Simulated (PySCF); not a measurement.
Si: atomic calculation

Si, configuration 1s2 2s2 2p6 3s1 3p2 3d1, multiplicity 5. Computed at this level: unrestricted HF, x2c-TZVPPall plus 1 even-tempered diffuse shell per l, spin-free X2C-1e, Gaussian nucleus (PySCF).

## Output (extracts)
```
damping factor = 0
level_shift factor = 0
DIIS = <class 'pyscf.scf.diis.CDIIS'>
diis_start_cycle = 1
diis_space = 10
diis_damp = 0
SCF conv_tol = 1e-09
SCF conv_tol_grad = None
number electrons alpha = 9  beta = 5
cycle= 1 E= -289.078658809591  delta_E= -0.00205  |g|= 0.0141  |ddm|= 0.0934
cycle= 2 E= -289.079792843317  delta_E= -0.00113  |g|= 0.0112  |ddm|= 0.137
cycle= 3 E= -289.082301589589  delta_E= -0.00251  |g|= 0.0159  |ddm|= 0.231
cycle= 4 E= -289.078177851129  delta_E= 0.00412  |g|= 0.00146  |ddm|= 0.589
cycle= 5 E= -289.078181165722  delta_E= -3.31e-06  |g|= 0.000937  |ddm|= 0.0096
cycle= 6 E= -289.078183189829  delta_E= -2.02e-06  |g|= 0.000136  |ddm|= 0.00707
cycle= 7 E= -289.078183232614  delta_E= -4.28e-08  |g|= 4.44e-05  |ddm|= 0.00112
cycle= 8 E= -289.078183238366  delta_E= -5.75e-09  |g|= 5.51e-06  |ddm|= 0.000371
cycle= 9 E= -289.078183238461  delta_E= -9.53e-11  |g|= 1.44e-06  |ddm|= 4.14e-05
converged SCF energy = -289.078183238461  <S^2> = 6.0000631  2S+1 = 5.0000252
```

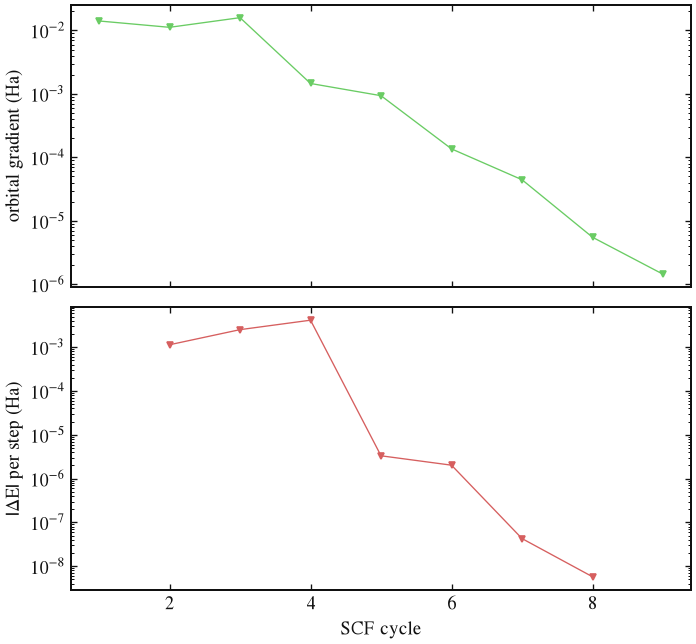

Convergence: orbital gradient and change of the energy from step to step (the smallest changes aren't drawn) against the SCF cycle. The residual falls almost steadily, with no more than small rises or pauses. It goes from 0.014 to 1.4×10⁻⁶ in 9 steps.

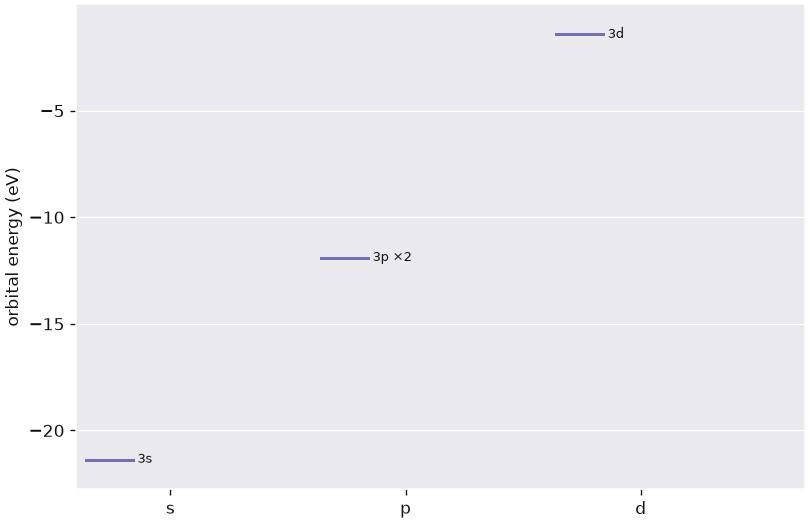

Orbital energies of the mean field, from the top down to −21.4 eV, by angular momentum, α spin at the left of each column and β at the right; ×n counts the orbitals under one label. Empty levels that the record names by l alone aren't drawn. The highest filled orbital is 3d α at −1.40 eV, the lowest empty one s β at −4.82 eV.

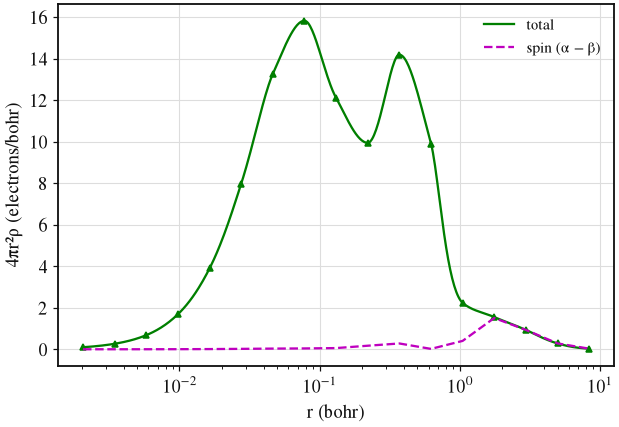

Spherically averaged radial density 4πr²ρ of the mean field and its spin part; markers are the stored points, which are sparse, and the line is a monotone interpolation between them. The largest stored value is 15.8 electrons/bohr at r = 0.078 bohr. Root-mean-square radii of the shells: 1s 0.129, 2p 0.598, 2s 0.613, 3s 2.24, 3p 2.67, 3d 5.12 bohr.

## Input
```python
from pyscf import gto, scf, dft, mp, cc
import basis_set_exchange as bse
mol = gto.M(atom="Si 0 0 0", charge=0, spin=4, symmetry="D2h",
            basis=gto.basis.parse(bse.get_basis("x2c-TZVPPall", elements=["Si"], fmt="nwchem", augment_diffuse=1)),
            nucmod="G")
mf = scf.UHF(mol).sfx2c1e()
mf.irrep_nelec = {'Ag': (4, 2), 'B1u': (1, 1), 'B2u': (2, 1), 'B3u': (2, 1)}
mf.kernel()
```

The script is an equivalent of what the driver set up; the driver started from orbitals of its own, so the log can be shorter than this script's would be, and it computed the properties (radii, ⟨L²⟩, response) afterwards. It held the occupations shell by shell, which the script's counts by irreducible representation don't always enforce.

## Key numbers

| quantity | value |
| --- | --- |
| outcome | converged |
| total energy | −289.078183 hartree |
| ⟨S²⟩ | 6.000 |
| ⟨L²⟩ | 7.98 |
| SCF iterations | 9 |
| hardware | 1 CPU thread, shared host |
| CPU time | 1.3 s (integrals apart) |

## Notes

The driver held the occupations shell by shell, and empty p levels lie below the filled 3d. This is not the ground configuration of the species. ⟨L²⟩ departs from that of the intended term, so the determinant mixes terms. Caveats: unstable response matrix: no polarizability.
